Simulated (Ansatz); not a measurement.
The starting structures come from a database of crystals and need not be the phases stable at ambient conditions.

 Where the default PAW files enter, the runs use the earlier of Ansatz's two default sets.

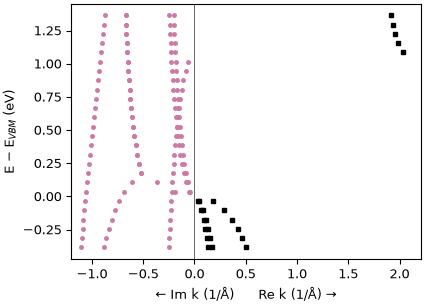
*Complex bands at the centre of the two-dimensional zone; PBEsol run with Ansatz (a quantum-chemistry and plane-wave program)*

The gap is the functional's own, uncorrected, and κ follows it; spin-orbit coupling is left out. Mid-gap values are interpolated between the computed energies.

Task: This is Be2C (Fm-3m, not sure to be the ambient phase, 3 atoms a cell, 6.7 Å³ an atom, -2 GPa at this level) along the normal of (110). Read off the slowest decay at the centre of the two-dimensional zone at 0.53 eV, the computed energy nearest the middle of the gap.

Result: κ ≈ 0.14 1/Å, a decay length 1/(2κ) of the density of 3.5 Å.
